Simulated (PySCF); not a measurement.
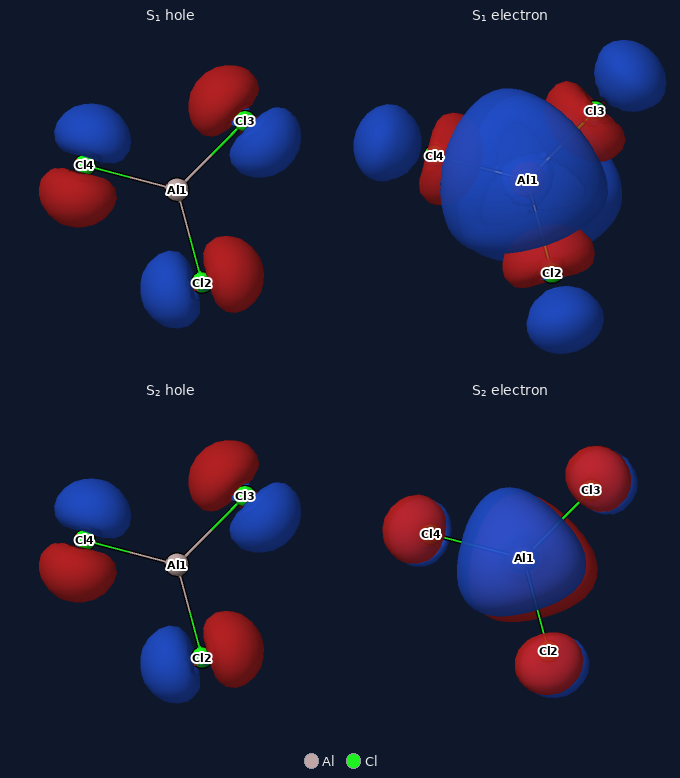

AlCl₃. Leading natural transition orbitals (TDA singlet states).

PySCF calculation, CAM-B3LYP/def2-SVPD, gas phase; geometry: GFN2-xTB. No frequency check shows the geometry to be a minimum. GFN2-xTB bond lengths at metals and heavier atoms can be off by up to 0.1 Å and shapes distorted, which carries into these values.

Coordinates in Å:

```
Al1      0.0002   -0.0001    0.0000
Cl2     -0.5255    1.9606    0.0000
Cl3     -1.4354   -1.4353    0.0000
Cl4      1.9607   -0.5253    0.0000
```

Describe these excited states.

By state:
- S₁: 7.04 eV (176 nm), f = 0.000 (dark), partly diffuse acceptor orbital; the leading pair carries 98 %; hole on Cl2, Cl3 and Cl4 (32 % each), electron on Al1 (51 %) and Cl2, Cl3 and Cl4 (16 % each) (atom shares of so diffuse an orbital are rough); their centroids lie 0.0 Å apart.
- S₂: 7.17 eV (173 nm), f = 0.000 (dark), n → empty p orbital of Al1; the leading pair carries 99 %; hole on Cl2, Cl3 and Cl4 (32 % each), electron on Al1 (59 %) and Cl2, Cl3 and Cl4 (14 % each); their centroids lie 0.0 Å apart.
